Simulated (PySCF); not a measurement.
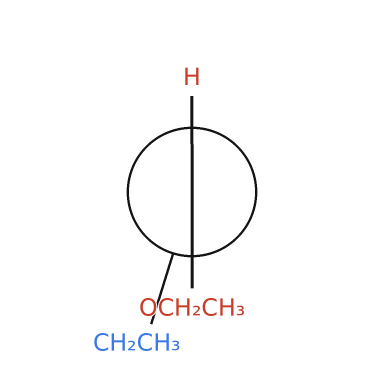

A Newman projection along the B–O bond, boron in front; angles are drawn as computed, but eclipsed bonds slightly apart. The computed structure is the end point of a PBE0-D3(BJ)/def2-SVP optimisation. No frequency run is at hand to confirm it as a minimum.

Which molecule is it?

Answer. C4H11BO2, CCOBOCC

What is the torsion angle from the front OCH2CH3 to the back CH2CH3? The sign is positive where the front bond must turn clockwise to cover the back bond.

Answer. 1°, synperiplanar (eclipsed).
